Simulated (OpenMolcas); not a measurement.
**Exact exchange and the dipole moment of NOF (nitrosyl fluoride)**

NOF: 3 atoms, total charge 0, spin state singlet. As SMILES, `O=NF`. The coordinates come from a PBE0-D4/def2-TZVP relaxation.

The dipole moment y, in D, basis def2-TZVPP; a is the functional's share of exact exchange. Programs: OpenMolcas 26.06.

```
functional     program     a  y (D)
       PBE  OpenMolcas     0   1.26
    revPBE  OpenMolcas     0   1.26
     B3LYP  OpenMolcas   0.2   1.39
      PBE0  OpenMolcas  0.25      ?
     BHLYP  OpenMolcas   0.5   1.52
```

Problem. Fit y = c + s·a to the known rows and predict PBE0.

Solution. 
1. Means of the 4 rows: a = 0.1750, y = 1.357.
2. Σ(Δa)² = 0.1675, Σ(Δa·Δy) = 0.08775, so the slope is 0.08775/0.1675 = 0.52388.
3. Intercept: 1.357 − (0.52388) × 0.1750 = 1.265. The largest residual of the fit is 0.020.
4. PBE0: 1.265 + (0.52388) × 0.25 = 1.40 D.

The run gave 1.40 D, so the prediction is off by 0.00 D: they agree to the digits shown. More exact exchange makes the molecule more polar here.

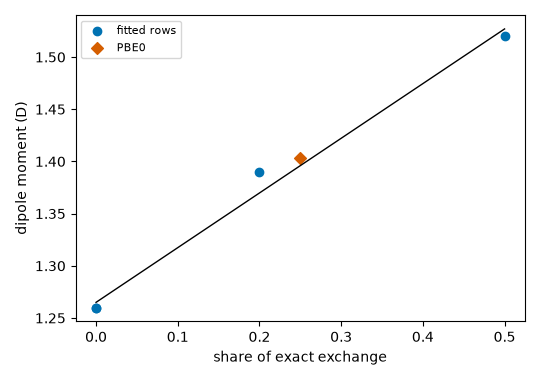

The fitted line, with the withheld row.
